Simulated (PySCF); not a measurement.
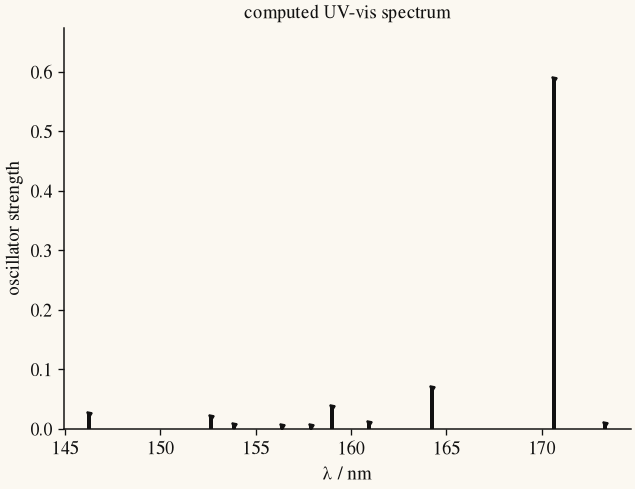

Vertical TDDFT excitations, ωB97X-D/def2-SVPD in PySCF, at a PBE0-D3(BJ)/def2-SVP geometry (no frequency check), gas phase. The lowest 10 singlet states are shown.

Whose absorption spectrum is this?
A. C₅H₁₀OSi, SMILES C=C/C=C(\C)O[SiH3]
B. C₂H₁₀BNSSi, SMILES CN(C)BS[SiH3]
C. C₅H₁₀OSi, SMILES C=C[C@@H]1CO[SiH2]C1

Answer. C. Its lowest singlet lies at 7.15 eV (f = 0.006) and the brightest of those computed is S2 at 7.27 eV (171 nm), f = 0.585, mainly HOMO → LUMO (83 %).

Known limits of this run: one conformer of a flexible molecule; core orbitals are frozen in the response.
